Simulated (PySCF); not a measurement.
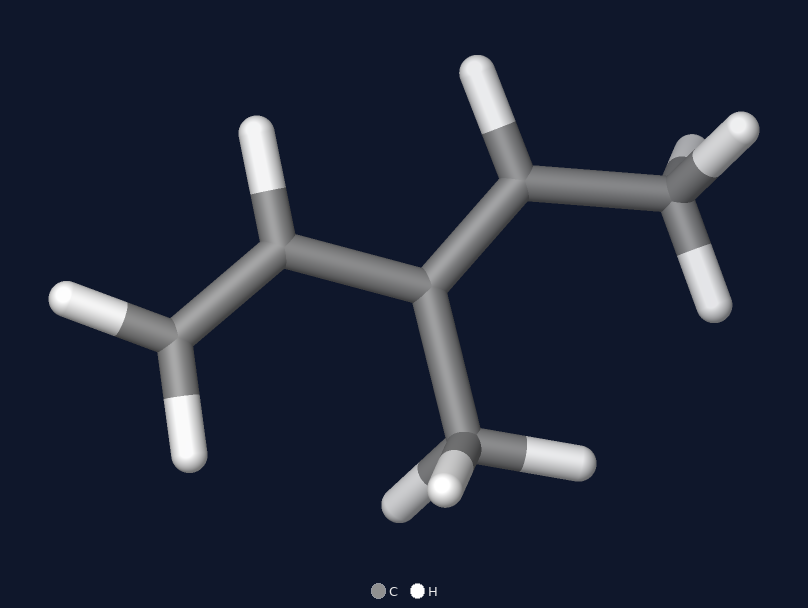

Description:

It has 16 atoms: 6 carbon and 10 hydrogen (C₆H₁₀). SMILES: `C=C/C(C)=C/C`. It has no ring. Among its groups: alkene. Coordination: 4 C trigonal planar; 2 C tetrahedral.

The parts below concern this one geometry. Atoms keep their numbers from picture to picture. The computed structure is the end point of a PBE0-D3(BJ)/def2-SVP optimisation. No frequency run is at hand to confirm it as a minimum.

**NMR shielding**

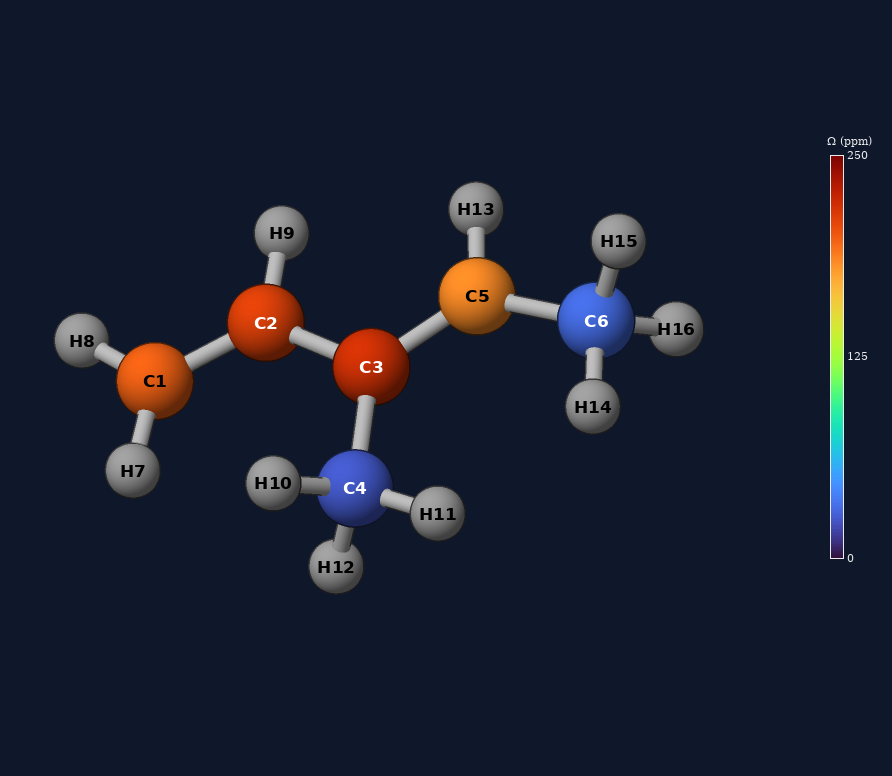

The C atoms are coloured by the span of their shielding tensor. No frequency run is at hand to confirm it as a minimum. Properties computed with GIAO PBE/pcSseg-2 NMR shielding, non-relativistic, gas phase (PySCF 2.14.0). Principal shieldings σ11 ≤ σ22 ≤ σ33, span Ω = σ33 − σ11, skew κ = 3(σiso − σ22)/Ω.

Give the shielding tensors of the C atoms.

```
atom    σ11    σ22    σ33   σiso      Ω      κ
  C1  −35.2   62.6  161.6   63.0  196.8   0.01
  C2  −83.9   34.7  125.2   25.3  209.1  −0.13
  C3  −69.0   19.6  148.0   32.9  217.0   0.18
  C4  150.2  175.1  175.8  167.0   25.6  −0.95
  C5  −52.2   37.5  130.7   38.6  182.9   0.02
  C6  144.2  164.7  177.0  162.0   32.8  −0.25
```

Shieldings and span in ppm.

**Excitation**

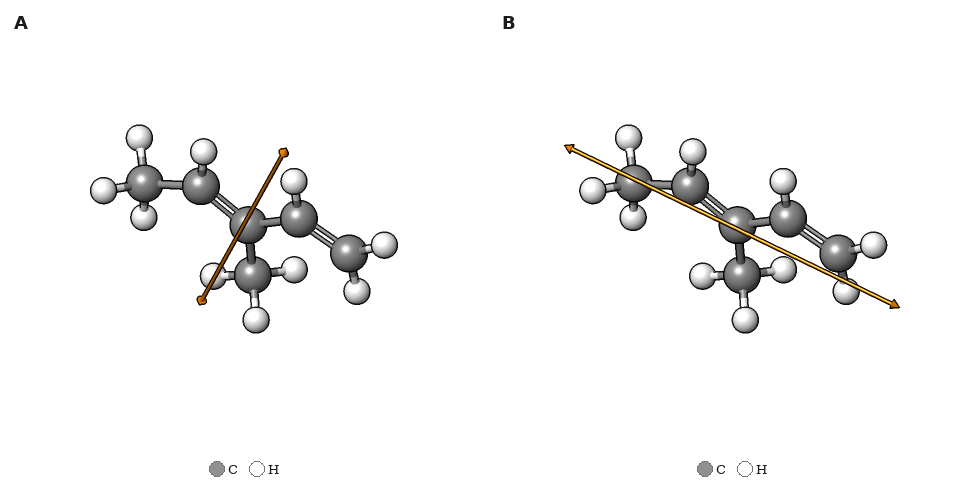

The double arrows show the directions of two transition dipoles from the ground state (lengths mean nothing). No frequency run is at hand to confirm it as a minimum. Properties computed with TDDFT B3LYP/def2-SVPD, vertical, gas phase, core orbitals frozen in the response (PySCF 2.14.0).

One belongs to singlet state 1 and one to singlet state 9. Which is which?

Answer. A: state 9, 7.54 eV (164 nm), oscillator strength 0.035, mainly HOMO → LUMO+4 (weight 0.51).
B: state 1, 5.53 eV (224 nm), oscillator strength 0.70, mainly HOMO → LUMO (weight 0.97).

**Polarisability**

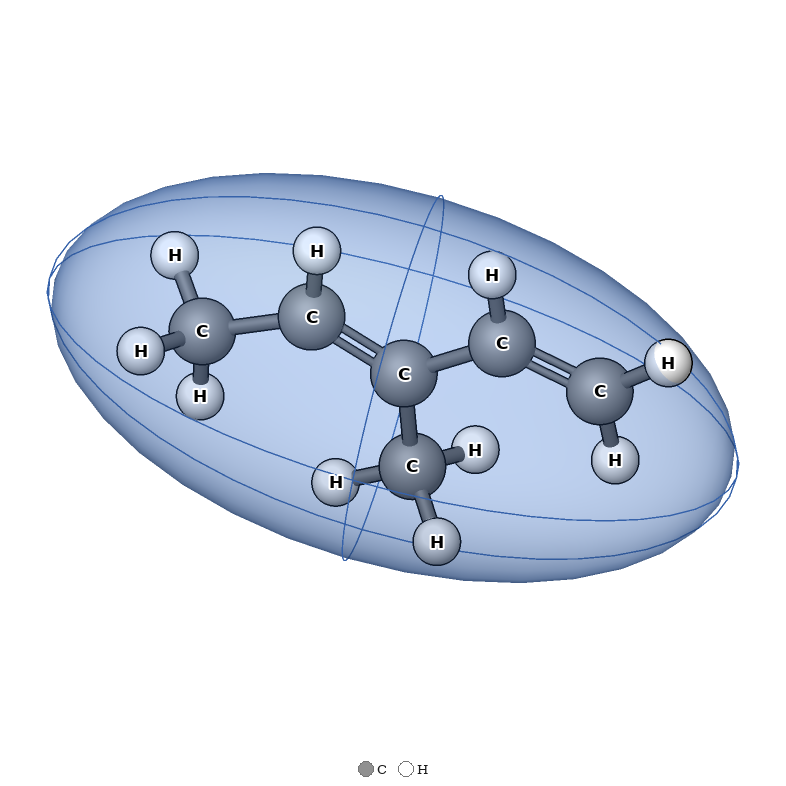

The ellipsoid shows the static dipole polarisability: its half-axes are proportional to the principal values. No frequency run is at hand to confirm it as a minimum. Method: B3LYP/def2-SVPD (PySCF 2.14.0).

Give the principal values, the mean and the anisotropy.

Answer. Principal values 53.8, 71.2, 120.8 bohr³; mean 81.9 bohr³ (12.14 Å³); anisotropy 60.2 bohr³, so the longest axis is 2.24 times the shortest.

**Core levels**

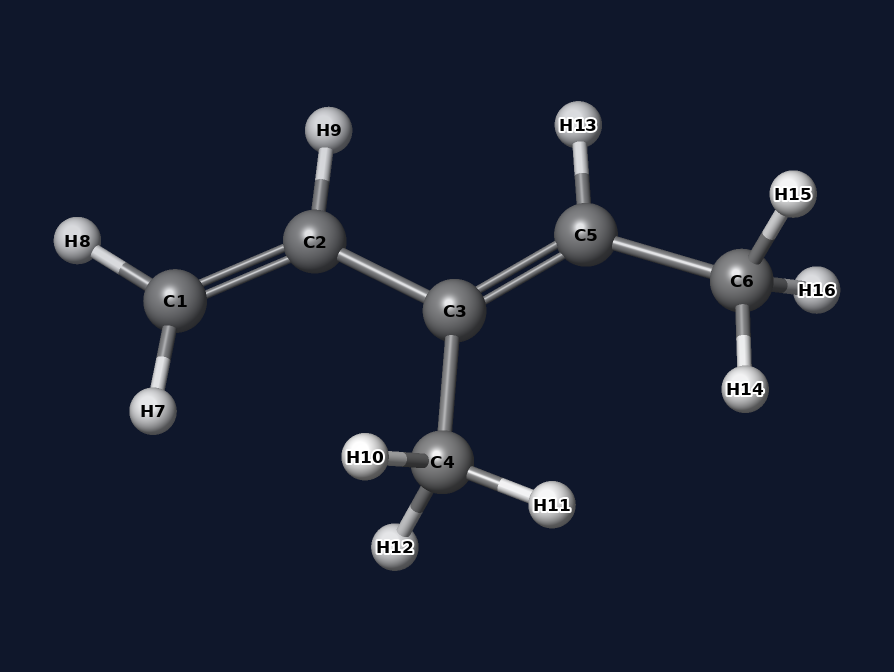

No frequency run is at hand to confirm it as a minimum. Properties computed with delta-SCF UKS SCAN, pcX-2 on the ionised atom, pcseg-1 elsewhere, spin-free X2C (PySCF 2.14.0).

Give the core-electron binding energies (to vacuum) of C1 1s, C2 1s, C3 1s, C4 1s, C5 1s, C6 1s.

```
atom  level  binding energy (eV)
  C1     1s                289.6
  C2     1s                290.3
  C3     1s                290.3
  C4     1s                290.6
  C5     1s                289.8
  C6     1s                290.7
```
